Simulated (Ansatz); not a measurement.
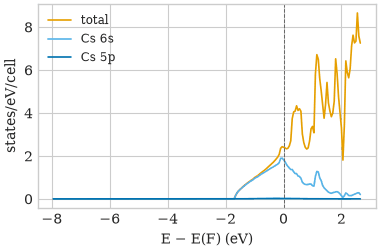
Figure. Total and projected density of states of Cs in space group I4_1/amd (No. 141; Cs on 4b), the program Ansatz at the r²SCAN level (PAW)

Task: Which orbitals carry the states next to the Fermi level?

Result: Within 0.5 eV of the Fermi level: Cs 6s 61 %, outside the projected shells 38 %. Projections are on Löwdin-orthogonalised atomic valence shells; empty p or d shells of many metals are not among them.

The workflow started from a Materials Project entry (that database holds measured and hypothetical structures alike); the Crystallography Open Database copy checked does not list it. It is not the phase usual at ambient conditions (space group No. 229). The r²SCAN relaxation kept the symmetry of its start; whether a distortion lowers the energy is not shown. Scalar-relativistic: spin–orbit coupling is off unless named, which matters more the heavier the elements.

Potentials: the later of the program's two PAW sets.
